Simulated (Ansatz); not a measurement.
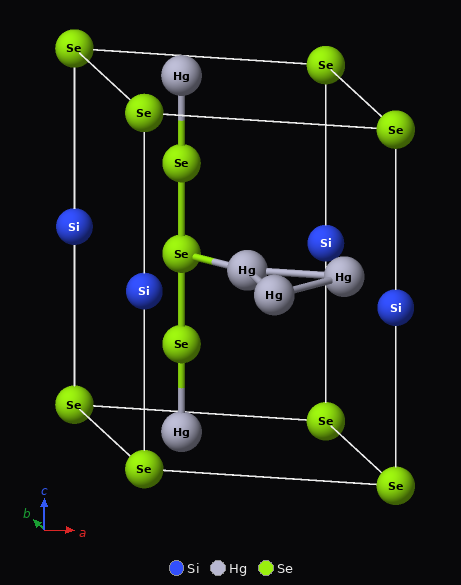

The figure gives a ball-and-stick picture of the atoms, viewed slightly off an axis. The edges of the simulation cell are marked.

```
CELL_PARAMETERS angstrom
7.17769 0.00000 0.00000
-3.58885 6.21606 0.00000
0.00000 0.00000 10.19516
ATOMIC_POSITIONS crystal
Si 0.00000 0.00000 0.50000
Hg 0.53849 0.46151 0.50000
Hg 0.53849 0.07698 0.50000
Hg 0.92302 0.46151 0.50000
Hg 0.33333 0.66667 0.00000
Se 0.33333 0.66667 0.50000
Se 0.33333 0.66667 0.75398
Se 0.33333 0.66667 0.24602
Se 0.00000 0.00000 0.00000
```

The calculation used DFT PBE, scalar-relativistic, plane waves, PAW in Ansatz, with plane waves up to 420 eV, k-grid 6×6×4, Gaussian smearing of 0.1 eV, no spin polarisation.

Give the Bader charge of each element.

Si +0.25 e; Hg +0.17 to +0.34 e; Se -0.39 to +0.01 e.

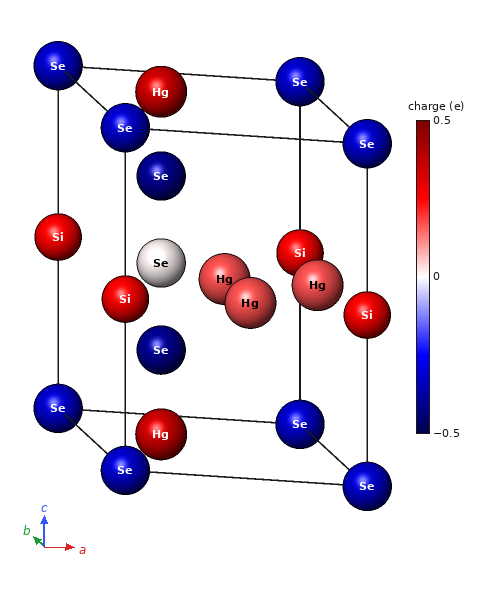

The atoms coloured by those charges.

Origin of the cell: a random cell made by a generator, so it need not be a real form of the compound. Earlier steps of the study, as a rule a relaxation of our own, may have changed the cell and positions, so they can lie some per cent off the listed ones. It went into a calculation with Ansatz.
